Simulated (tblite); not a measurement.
# C3H9NOSi: the cost of one run

The runs use tblite 0.8.0 and PySCF 2.14.0, with density-fitted response routines of our own; the level of theory stands in each step. All values are computed, except where a source is named. Atoms are numbered from 0 throughout.

**1. The molecule as given**

15 atoms, charge 0, multiplicity 1; geometry from: force field or distance geometry start.

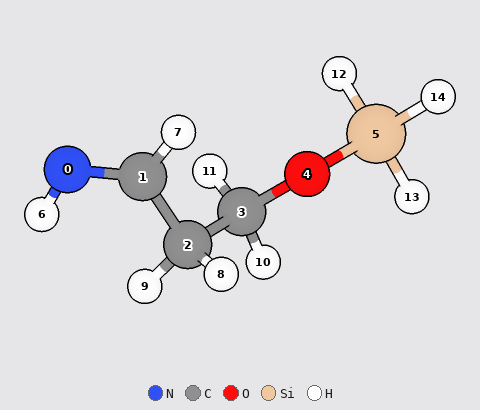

As it starts; nitrogen blue, carbon grey, oxygen red, silicon light orange, hydrogen white, atoms numbered.

**2. Optimising the geometry with GFN2-xTB**

What the job is given:

```
{"job": {"kind": "relax", "xc": "GFN2-xTB", "basis": "xTB"}, "charge": 0, "multiplicity": 1}
N     -3.062900     0.600100    -0.002400
C     -1.887800     0.593900     0.495500
C     -1.063700    -0.669800     0.674200
C      0.178300    -0.574600    -0.201700
O      1.087300     0.336100     0.413600
Si     2.547200     0.605700    -0.344000
H     -3.378600    -0.336900    -0.264000
H     -1.419700     1.542100     0.840500
H     -0.804200    -0.755300     1.731200
H     -1.679200    -1.533500     0.384200
H      0.637700    -1.578600    -0.242000
H     -0.083100    -0.261300    -1.208300
H      2.300500     1.120600    -1.700000
H      3.291000    -0.679400    -0.431400
H      3.332800     1.598600     0.444100
```

Command:

```
> OMP_NUM_THREADS=1 python probes_run.py task.json out
```

The driver reads the jobs from task.json and runs them one after another.

Q: Estimate the wall time and peak memory of this first job on 1 thread of Intel Xeon at 2.50GHz, shared host.

About 1.2 s, with a peak of 0.18 GiB.
